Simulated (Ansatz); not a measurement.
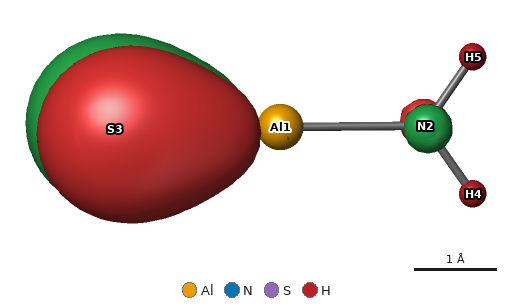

Figure 1: AlH2NS. One frontier orbital at ±0.15 Å⁻³ᐟ² (green and red are the two phases), seen across its widest extent.

Geometry: BLYP-D3(BJ)/def2-SVP.

All numbers below come from isolated molecule in a Gaussian basis; Kohn-Sham density functional theory, functional PBE0 in Ansatz 0.2.0.

```yaml
atoms:
  - { symbol: Al, position_ang: [0.0434, 0.9793, -1.0513] }
  - { symbol: N, position_ang: [-1.6766, 0.5673, -1.1895] }
  - { symbol: S, position_ang: [2.0094, 1.4500, -0.8935] }
  - { symbol: H, position_ang: [-2.3035, 0.9123, -1.9213] }
  - { symbol: H, position_ang: [-2.1831, -0.0500, -0.5493] }
```

> Which orbital is it: HOMO or LUMO?

The HOMO, at −6.76 eV. Its weight (Hirshfeld) is mainly on S3 (about 80 %) and Al1 (about 15 %); it changes sign across the molecular plane (π type).
